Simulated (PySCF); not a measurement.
# [WO3Br]−: how settings move a single point

Aim: repeat the single point on relaxed [WO3Br]− with altered settings, some of them bad on purpose. It is a constructed species; whether it can be made isn't addressed.

Program: PySCF 2.14.0. Level of theory: TPSS, W def2-SVP with ECP60, O def2-SVP, Br def2-SVP; scalar-relativistic core potentials, no spin–orbit coupling. These are calculated values, not measurements.

4 further runs of the same task are left out: 2 for a known fault of the program, 1 that didn't finish, 1 set aside as unsound or not needed.

**1. Where the work starts**

5 atoms, charge -1, spin multiplicity 1.

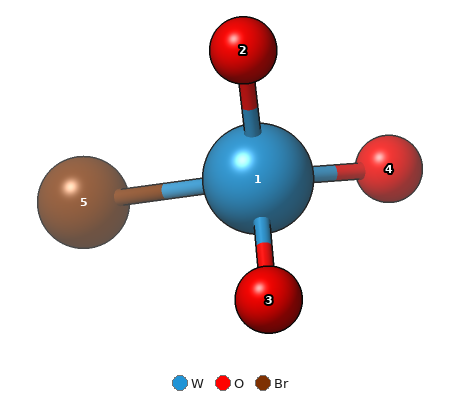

The structure; tungsten blue, oxygen red, bromine brown; atoms are numbered from 1 in the order of the file.

Geometry (Å):

```xyz
5

W     0.2842   -0.2842    0.2842
O     1.3113    0.7095    1.3113
O    -0.7095   -1.3113    1.3113
O     1.3113   -1.3113   -0.7095
Br   -1.1796    1.1796   -1.1796
```

Formal oxidation states: W +6. An earlier session relaxed this geometry at TPSS, W def2-SVP with ECP60, O def2-SVP, Br def2-SVP (singlet, point group C3v).

The sound run used a (50, 194) grid (finer on f atoms), a threshold of 1e-8 and at most 55 cycles, and ended at -2866.698888 Eh.

**2. Try 1**

Contents of run.py (the lines that set the calculation):

```python
mol = gto.M(atom='''
W      0.28421    -0.28421     0.28421
O      1.31128     0.70950     1.31128
O     -0.70950    -1.31128     1.31128
O      1.31128    -1.31128    -0.70950
Br    -1.17961     1.17961    -1.17961''',
    basis={'W': 'def2-SVP', 'O': 'def2-SVP', 'Br': 'def2-SVP'},
    ecp={'W': 'def2-SVP'},
    charge=-1, spin=0)
mf = dft.RKS(mol, xc='TPSS')
mf.grids.atom_grid = (99, 590)
mf = mf.density_fit()  # fitting sets: W def2-universal-JKFIT, O def2-universal-JKFIT, Br def2-universal-JKFIT
mf.conv_tol = 1e-08; mf.max_cycle = 55
mf.kernel(dm0)  # dm0: free metal ions and neutral atoms
```

Run with:

```console
OMP_NUM_THREADS=2 python run.py
```

The program printed:

```text
init E= -2946.44475882831
  HOMO = 0.105580350458696  LUMO = 0.10809621095537  gap/eV = 0.06846
cycle= 1 E= -2848.68267562372  delta_E= 97.8  |g|=   12  |ddm|=  8.2
  HOMO = 0.19065554817473  LUMO = 0.256967022572107  gap/eV = 1.80443
cycle= 2 E= -2725.72941148343  delta_E=  123  |g|= 18.9  |ddm|= 54.6
  HOMO = -0.150265312297922  LUMO = -0.0711176121125235  gap/eV = 2.15372
cycle= 3 E= -2852.2414342809  delta_E= -127  |g|= 6.17  |ddm|= 53.9
  HOMO = 0.186158961284201  LUMO = 0.207773851126805  gap/eV = 0.58817
cycle= 4 E= -2768.83547994511  delta_E= 83.4  |g|= 13.4  |ddm|= 35.1
cycle= 5 E= -2815.9905342413  delta_E= -47.2  |g|= 11.8  |ddm|= 30.9
  HOMO = 0.203922584776853  LUMO = 0.234863274456707  gap/eV = 0.84194
cycle= 6 E= -2853.27179787018  delta_E= -37.3  |g|= 6.82  |ddm|= 9.24
  HOMO = 0.0510931981579914  LUMO = 0.0863996169790011  gap/eV = 0.96074
cycle= 7 E= -2865.73572926  delta_E= -12.5  |g|= 1.78  |ddm|= 12.4
  HOMO = -0.0107841491185474  LUMO = 0.0124553669730711  gap/eV = 0.63238
cycle= 8 E= -2863.28043325902  delta_E= 2.46  |g|= 3.98  |ddm|= 4.31
  HOMO = -0.0157804319037929  LUMO = 0.123832312543526  gap/eV = 3.79906
cycle= 9 E= -2866.66008338011  delta_E= -3.38  |g|= 0.365  |ddm|= 2.98
  HOMO = -0.0578453996023605  LUMO = 0.108580533445831  gap/eV = 4.52868
cycle= 10 E= -2866.68808434431  delta_E= -0.028  |g|= 0.224  |ddm|= 0.45
  HOMO = -0.0614672403561994  LUMO = 0.106815406824551  gap/eV = 4.57920
cycle= 11 E= -2866.68292184272  delta_E= 0.00516  |g|= 0.277  |ddm|= 0.324
  HOMO = -0.0692235748038109  LUMO = 0.10897411563443  gap/eV = 4.84901
cycle= 12 E= -2866.69795026333  delta_E= -0.015  |g|= 0.0742  |ddm|= 0.247
  HOMO = -0.0665687545420471  LUMO = 0.111925237437459  gap/eV = 4.85707
cycle= 13 E= -2866.69905491746  delta_E= -0.0011  |g|= 0.0204  |ddm|= 0.0699
  HOMO = -0.0675121101134474  LUMO = 0.110854379855948  gap/eV = 4.85360
cycle= 14 E= -2866.69905070958  delta_E= 4.21e-06  |g|= 0.0212  |ddm|= 0.0269
  HOMO = -0.0679640601708794  LUMO = 0.110662933884129  gap/eV = 4.86069
cycle= 15 E= -2866.69914578438  delta_E= -9.51e-05  |g|= 0.0019  |ddm|= 0.0159
  HOMO = -0.0680652668354171  LUMO = 0.110627665720125  gap/eV = 4.86248
cycle= 16 E= -2866.69914667056  delta_E= -8.86e-07  |g|= 0.000219  |ddm|= 0.00196
  HOMO = -0.0680825366358184  LUMO = 0.110622168336333  gap/eV = 4.86280
cycle= 17 E= -2866.69914668069  delta_E= -1.01e-08  |g|= 2.75e-05  |ddm|= 0.00021
  HOMO = -0.0680809495532639  LUMO = 0.110624004052165  gap/eV = 4.86281
cycle= 18 E= -2866.69914668085  delta_E= -1.63e-10  |g|= 1.28e-05  |ddm|= 3.62e-05
  HOMO = -0.0680800816101542  LUMO = 0.110623325637641  gap/eV = 4.86277
Extra cycle  E= -2866.69914668065  delta_E= 1.94e-10  |g|= 3.34e-05  |ddm|= 3.39e-05
converged SCF energy = -2866.69914668065
```

Wall time 18 s (2 threads of Arm Neoverse V1, shared host).

Changed: the integration grid, to (99, 590). It converges in 18 cycles, -0.007 eV from the sound run, with a largest force component of 0.01 eV/Å. The result survives the change.

**3. Try 2**

Contents of run.py (the lines that set the calculation):

```python
mol = gto.M(atom='''
W      0.28421    -0.28421     0.28421
O      1.31128     0.70950     1.31128
O     -0.33690    -0.92617     0.92617
O      1.31128    -1.31128    -0.70950
Br    -1.17961     1.17961    -1.17961''',
    basis={'W': 'def2-SVP', 'O': 'def2-SVP', 'Br': 'def2-SVP'},
    ecp={'W': 'def2-SVP'},
    charge=-1, spin=0)
mf = dft.RKS(mol, xc='TPSS')
mf.grids.atom_grid = (50, 194)
mf = mf.density_fit()  # fitting sets: W def2-universal-JKFIT, O def2-universal-JKFIT, Br def2-universal-JKFIT
mf.conv_tol = 1e-08; mf.max_cycle = 59
mf.kernel(dm0)  # dm0: free metal ions and neutral atoms
```

Run with:

```console
OMP_NUM_THREADS=2 python run.py
```

The program printed:

```text
init E= -2945.54967330665
  HOMO = 0.102931797536173  LUMO = 0.162201787851648  gap/eV = 1.61282
cycle= 1 E= -2849.12543862674  delta_E= 96.4  |g|= 11.8  |ddm|= 9.22
  HOMO = 0.165255810875025  LUMO = 0.177292034654673  gap/eV = 0.32752
cycle= 2 E= -2735.96493736722  delta_E=  113  |g|= 16.4  |ddm|= 58.4
  HOMO = -0.446882011834107  LUMO = -0.41484192493316  gap/eV = 0.87186
cycle= 3 E= -2840.79944928413  delta_E= -105  |g|= 6.77  |ddm|= 59.3
  HOMO = 0.23925282374718  LUMO = 0.293468861057625  gap/eV = 1.47529
cycle= 4 E= -2774.02339258649  delta_E= 66.8  |g|= 13.6  |ddm|= 25.5
  HOMO = 0.216376272491995  LUMO = 0.238935585893607  gap/eV = 0.61387
cycle= 5 E= -2820.16317302812  delta_E= -46.1  |g|=   11  |ddm|= 17.2
  HOMO = 0.251975698419614  LUMO = 0.260254257688284  gap/eV = 0.22527
cycle= 6 E= -2853.41441916302  delta_E= -33.3  |g|=  6.7  |ddm|= 9.28
  HOMO = 0.163349401467819  LUMO = 0.171045901024151  gap/eV = 0.20943
cycle= 7 E= -2846.92082501402  delta_E= 6.49  |g|= 7.97  |ddm|= 7.49
  HOMO = 0.109044655971748  LUMO = 0.126799196424124  gap/eV = 0.48313
cycle= 8 E= -2862.27461435756  delta_E= -15.4  |g|= 3.23  |ddm|= 8.96
  HOMO = 0.0201227549779777  LUMO = 0.113678082364034  gap/eV = 2.54577
cycle= 9 E= -2864.96248780088  delta_E= -2.69  |g|= 1.33  |ddm|= 9.23
  HOMO = 0.084606753967111  LUMO = 0.120538417701313  gap/eV = 0.97775
cycle= 10 E= -2864.7366849513  delta_E= 0.226  |g|= 1.78  |ddm|= 2.67
  HOMO = 0.0189661757528528  LUMO = 0.141584065026777  gap/eV = 3.33660
cycle= 11 E= -2865.32249593276  delta_E= -0.586  |g|= 0.473  |ddm|= 1.92
  HOMO = 0.00372717543423962  LUMO = 0.133814826304459  gap/eV = 3.53987
cycle= 12 E= -2865.35177302023  delta_E= -0.0293  |g|= 0.315  |ddm|= 0.793
  HOMO = -0.00276848065908952  LUMO = 0.139117360534471  gap/eV = 3.86091
cycle= 13 E= -2865.37100071587  delta_E= -0.0192  |g|= 0.054  |ddm|= 0.309
  HOMO = -0.00840744041386698  LUMO = 0.137121719192036  gap/eV = 3.96005
cycle= 14 E= -2865.37169113013  delta_E= -0.00069  |g|= 0.0161  |ddm|= 0.0943
  HOMO = -0.00663464742479292  LUMO = 0.137472166820457  gap/eV = 3.92135
cycle= 15 E= -2865.37176193875  delta_E= -7.08e-05  |g|= 0.00211  |ddm|= 0.0246
  HOMO = -0.00674064692097032  LUMO = 0.137408799706661  gap/eV = 3.92251
cycle= 16 E= -2865.3717631374  delta_E= -1.2e-06  |g|= 0.000359  |ddm|= 0.00298
  HOMO = -0.0066922557278235  LUMO = 0.13741684366409  gap/eV = 3.92141
cycle= 17 E= -2865.37176317291  delta_E= -3.55e-08  |g|= 8.92e-05  |ddm|= 0.000565
  HOMO = -0.00669681216465812  LUMO = 0.137416058484457  gap/eV = 3.92151
cycle= 18 E= -2865.37176317464  delta_E= -1.74e-09  |g|= 1.67e-05  |ddm|= 0.000113
  HOMO = -0.00669894115440817  LUMO = 0.137416796145015  gap/eV = 3.92159
Extra cycle  E= -2865.37176317421  delta_E= 4.32e-10  |g|= 4.85e-05  |ddm|= 6.12e-05
converged SCF energy = -2865.37176317421
```

Run time: 7.6 s. Hardware: 2 threads of Arm Neoverse V1, shared host.

Changed: one atom's place (atom 3 put 1.1 Å from the metal); the cycle limit is 59. It converges in 18 cycles, +36.113 eV from the sound run, with a largest force component of 114.55 eV/Å. The setting is unsound, so these numbers aren't the compound's.

**4. Try 3**

Contents of run.py (the lines that set the calculation):

```python
mol = gto.M(atom='''
W      0.29842    -0.29842     0.29842
O      1.37684     0.74498     1.37684
O     -0.74498    -1.37684     1.37684
O      1.37684    -1.37684    -0.74498
Br    -1.23859     1.23859    -1.23859''',
    basis={'W': 'def2-SVP', 'O': 'def2-SVP', 'Br': 'def2-SVP'},
    ecp={'W': 'def2-SVP'},
    charge=-1, spin=0)
mf = dft.RKS(mol, xc='TPSS')
mf.grids.atom_grid = (50, 194)
mf = mf.density_fit()  # fitting sets: W def2-universal-JKFIT, O def2-universal-JKFIT, Br def2-universal-JKFIT
mf.conv_tol = 1e-08; mf.max_cycle = 55
mf.kernel(dm0)  # dm0: free metal ions and neutral atoms
```

Run with:

```console
OMP_NUM_THREADS=2 python run.py
```

The program printed:

```text
init E= -2946.31065503316
  HOMO = 0.0846631808584412  LUMO = 0.086849764737322  gap/eV = 0.05950
cycle= 1 E= -2848.89625149927  delta_E= 97.4  |g|=   12  |ddm|= 6.63
  HOMO = 0.271884009610012  LUMO = 0.305830520178468  gap/eV = 0.92373
cycle= 2 E= -2728.4027452784  delta_E=  120  |g|= 18.9  |ddm|= 51.7
  HOMO = -0.0669101441716768  LUMO = 0.00677183159612588  gap/eV = 2.00499
cycle= 3 E= -2852.10000716616  delta_E= -124  |g|= 6.14  |ddm|= 50.8
  HOMO = 0.143912381964162  LUMO = 0.170135788600144  gap/eV = 0.71358
cycle= 4 E= -2770.10558480675  delta_E=   82  |g|= 12.9  |ddm|= 27.9
cycle= 5 E= -2820.7277018161  delta_E= -50.6  |g|= 10.7  |ddm|= 23.6
  HOMO = 0.167702187083324  LUMO = 0.20532650181642  gap/eV = 1.02381
cycle= 6 E= -2855.4714167355  delta_E= -34.7  |g|= 6.19  |ddm|= 8.53
  HOMO = 0.0270165105619546  LUMO = 0.0607490295679469  gap/eV = 0.91791
cycle= 7 E= -2865.87537282053  delta_E= -10.4  |g|= 1.58  |ddm|= 11.1
  HOMO = -0.015824925569909  LUMO = -0.0112670106741158  gap/eV = 0.12403
cycle= 8 E= -2861.628906166  delta_E= 4.25  |g|= 4.68  |ddm|= 4.54
  HOMO = 0.000508832649026458  LUMO = 0.0703183661080892  gap/eV = 1.89961
cycle= 9 E= -2865.7200004405  delta_E= -4.09  |g|= 2.16  |ddm|= 3.48
  HOMO = -0.0145803795814292  LUMO = 0.0969620947795291  gap/eV = 3.03523
cycle= 10 E= -2866.50508542111  delta_E= -0.785  |g|= 0.877  |ddm|= 1.88
  HOMO = -0.0602966061323114  LUMO = 0.063068160213369  gap/eV = 3.35693
cycle= 11 E= -2866.6261351365  delta_E= -0.121  |g|= 0.492  |ddm|= 0.848
  HOMO = -0.0542605939441552  LUMO = 0.0658744312074294  gap/eV = 3.26904
cycle= 12 E= -2866.57832987371  delta_E= 0.0478  |g|= 0.68  |ddm|= 0.643
  HOMO = -0.067704640813206  LUMO = 0.0750521112070238  gap/eV = 3.88461
cycle= 13 E= -2866.67345383235  delta_E= -0.0951  |g|= 0.114  |ddm|=  0.5
  HOMO = -0.0695960384127037  LUMO = 0.0771240030840941  gap/eV = 3.99246
cycle= 14 E= -2866.67606352175  delta_E= -0.00261  |g|= 0.0316  |ddm|= 0.0938
  HOMO = -0.0725532600497393  LUMO = 0.0753977619337887  gap/eV = 4.02595
cycle= 15 E= -2866.67623129977  delta_E= -0.000168  |g|= 0.016  |ddm|= 0.0388
  HOMO = -0.071565254779854  LUMO = 0.0761551228676328  gap/eV = 4.01968
cycle= 16 E= -2866.67628762237  delta_E= -5.63e-05  |g|= 0.00337  |ddm|= 0.0116
  HOMO = -0.0715823842992863  LUMO = 0.0760826397873269  gap/eV = 4.01817
cycle= 17 E= -2866.67629025709  delta_E= -2.63e-06  |g|= 0.000354  |ddm|= 0.00263
  HOMO = -0.0715704522904949  LUMO = 0.0760817917460007  gap/eV = 4.01782
cycle= 18 E= -2866.67629028598  delta_E= -2.89e-08  |g|= 9.02e-05  |ddm|= 0.000366
  HOMO = -0.0715697019154661  LUMO = 0.0760805858071628  gap/eV = 4.01777
cycle= 19 E= -2866.6762902877  delta_E= -1.71e-09  |g|= 2.46e-05  |ddm|= 9.6e-05
  HOMO = -0.0715697220706836  LUMO = 0.0760849185629112  gap/eV = 4.01789
Extra cycle  E= -2866.67629028468  delta_E= 3.01e-09  |g|= 0.000121  |ddm|= 0.000101
converged SCF energy = -2866.67629028468
```

Run time: 7.6 s. Hardware: 2 threads of Arm Neoverse V1, shared host.

Changed: the scale of all coordinates (1.05). It converges in 19 cycles, +0.615 eV from the sound run, with a largest force component of 2.19 eV/Å. The setting is unsound, so these numbers aren't the compound's.

**5. Try 4**

Contents of run.py (the lines that set the calculation):

```python
mol = gto.M(atom='''
W      0.28421    -0.28421     0.28421
O      1.31128     0.70950     1.31128
O     -0.70950    -1.31128     1.31128
O      1.31128    -1.31128    -0.70950
Br    -1.17961     1.17961    -1.17961''',
    basis={'W': 'def2-SVP', 'O': 'def2-SVP', 'Br': 'def2-SVP'},
    ecp={'W': 'def2-SVP'},
    charge=-1, spin=0)
mf = dft.RKS(mol, xc='TPSS')
mf.grids.atom_grid = (50, 194)
mf = mf.density_fit()  # fitting sets: W def2-universal-JKFIT, O def2-universal-JKFIT, Br def2-universal-JKFIT
mf.conv_tol = 1e-08; mf.max_cycle = 55
mf.kernel(dm0)  # dm0: smeared density
```

Run with:

```console
OMP_NUM_THREADS=2 python run.py
```

The program printed:

```text
init E= -2866.63347253215
  HOMO = -0.0730381099456808  LUMO = 0.112156939195729  gap/eV = 5.03941
cycle= 1 E= -2866.69622273547  delta_E= -0.0628  |g|= 0.113  |ddm|= 0.245
  HOMO = -0.0577423027647112  LUMO = 0.100398234255416  gap/eV = 4.30322
cycle= 2 E= -2866.64990778235  delta_E= 0.0463  |g|= 0.497  |ddm|= 0.413
  HOMO = -0.0681711820034415  LUMO = 0.110140971937196  gap/eV = 4.85212
cycle= 3 E= -2866.69887612379  delta_E= -0.049  |g|= 0.00702  |ddm|= 0.329
  HOMO = -0.0676869617418121  LUMO = 0.110869163059142  gap/eV = 4.85876
cycle= 4 E= -2866.69888419752  delta_E= -8.07e-06  |g|= 0.00385  |ddm|= 0.0106
  HOMO = -0.06807265671614  LUMO = 0.110582698444534  gap/eV = 4.86146
cycle= 5 E= -2866.69888787275  delta_E= -3.68e-06  |g|= 0.000465  |ddm|= 0.00475
  HOMO = -0.0680598688228882  LUMO = 0.110603367472851  gap/eV = 4.86167
cycle= 6 E= -2866.69888789021  delta_E= -1.75e-08  |g|= 0.00041  |ddm|= 0.000622
  HOMO = -0.0680626173351838  LUMO = 0.110603280662845  gap/eV = 4.86175
cycle= 7 E= -2866.69888792157  delta_E= -3.14e-08  |g|= 0.000144  |ddm|= 0.000374
  HOMO = -0.0680676685360422  LUMO = 0.110599645556279  gap/eV = 4.86179
cycle= 8 E= -2866.69888792623  delta_E= -4.66e-09  |g|= 1.07e-05  |ddm|= 0.000121
  HOMO = -0.0680657254651171  LUMO = 0.110602322099791  gap/eV = 4.86181
Extra cycle  E= -2866.69888792615  delta_E= 8.28e-11  |g|= 2.12e-05  |ddm|= 3.23e-05
converged SCF energy = -2866.69888792615
```

Wall time 4.8 s (2 threads of Arm Neoverse V1, shared host).

Changed: the starting guess (smeared density). It converges in 8 cycles, at the sound run's energy within 0.001 eV, with a largest force component of 0.00 eV/Å. The result survives the change.

**6. Side by side**

| run | changed | ending | energy change (eV) | cycles | time | usable |
| --- | --- | --- | --- | --- | --- | --- |
| 1 | the integration grid | converged | -0.007 | 18 | 18 s | yes |
| 2 | one atom's place | converged | +36.113 | 18 | 7.6 s | no |
| 3 | the scale of all coordinates | converged | +0.615 | 19 | 7.6 s | no |
| 4 | the starting guess | converged | 0.000 | 8 | 4.8 s | yes |

2 of 4 altered runs give a usable result. 2 ended normally with numbers unfit to quote.
